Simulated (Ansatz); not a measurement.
# C3H8OSi: what the fields show

| atom | x (Å) | y (Å) | z (Å) |
| --- | --- | --- | --- |
| C | -1.1220 | -0.4012 | -0.8904 |
| C | -0.1737 | -0.1157 | 0.2532 |
| C | 1.0049 | -1.0636 | 0.2855 |
| O | 0.3203 | 1.2155 | 0.1097 |
| Si | 0.0615 | 2.3815 | 1.2442 |
| H | -1.9624 | 0.2957 | -0.8792 |
| H | -0.6021 | -0.2984 | -1.8459 |
| H | -1.5159 | -1.4173 | -0.8160 |
| H | -0.7224 | -0.1876 | 1.2051 |
| H | 1.5830 | -0.9780 | -0.6376 |
| H | 0.6627 | -2.0959 | 0.3876 |
| H | 1.6628 | -0.8341 | 1.1261 |
| H | 0.8236 | 3.4643 | 0.4725 |

Geometry: PBE0-D4/def2-TZVP.

Method: RKS PBE0-D4/def2-TZVPP in Ansatz 0.2.0.

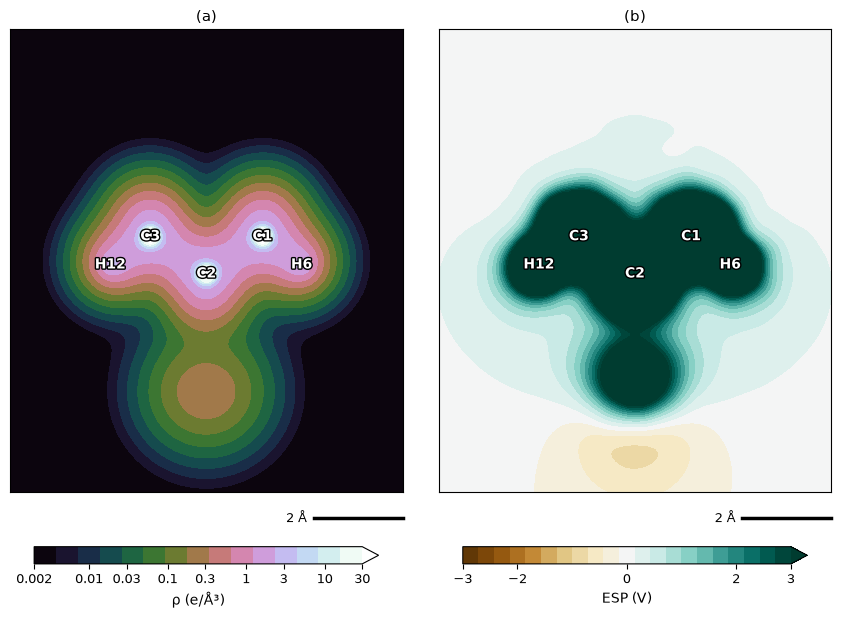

Figure 1. (a) electron density; (b) electrostatic potential on the plane of atoms C1, C2 and C3.

**Describe what can be read from this map.**

- Atoms in the plane: C and H.
- C–C (1.51 Å): ρ at the midpoint is about 1.7 e/Å³.
- C–H (1.09 Å): ρ at the midpoint is about 2 e/Å³.
- Outside the dense part of the molecule the potential is most negative (−0.8 V) near Si5, which lies off the plane.

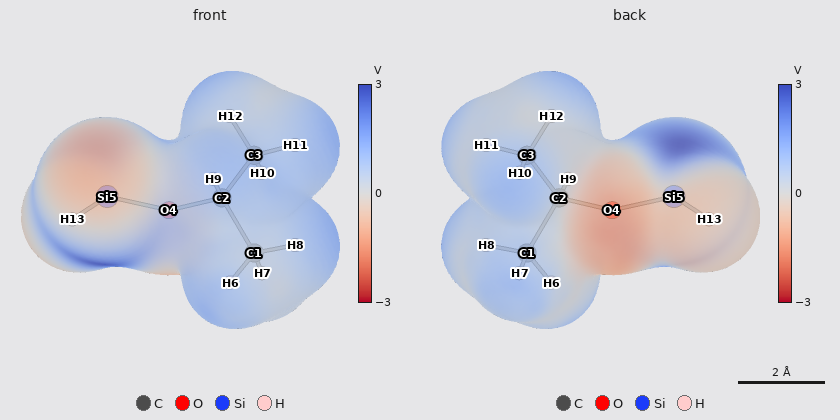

Figure 2. The molecular electrostatic potential painted on the density surface at 0.004 e/bohr³, seen from the front and from behind; the colour scale runs from red (negative) to blue (positive).

**Where is the surface potential most negative and most positive?**

The most negative region (about −1.4 V, or −32 kcal/mol for a unit charge) lies over O4, the most positive (about +2.6 V, or +60 kcal/mol for a unit charge) over Si5. O4 is the likeliest acceptor of a hydrogen bond.

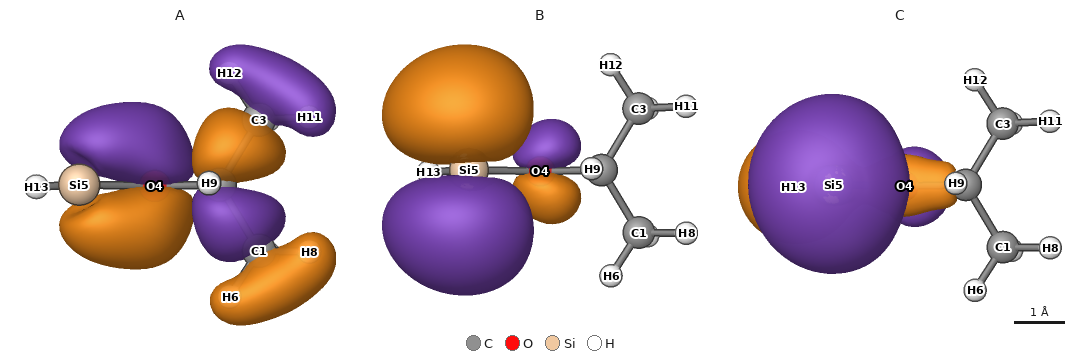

Figure 3. Three frontier orbitals at ±0.08 Å⁻³ᐟ² (orange and purple are the two phases), in no order.

**Order the three orbitals by energy and name them.**

A is the HOMO−1 (−8.90 eV). It lies mainly on O4 (about 40 %), C2 (about 15 %), Si5 (about 10 %), C1 (about 10 %) and C3 (about 10 %). C is the HOMO (−6.32 eV). By Hirshfeld shares it lies mainly on Si5 (about 70 %), H13 (about 15 %) and O4 (about 10 %). B is the LUMO (−1.92 eV). Its weight (Hirshfeld) is mainly on Si5 (about 80 %) and O4 (about 10 %).

**What is the HOMO–LUMO gap?**

4.40 eV between the orbital energies.
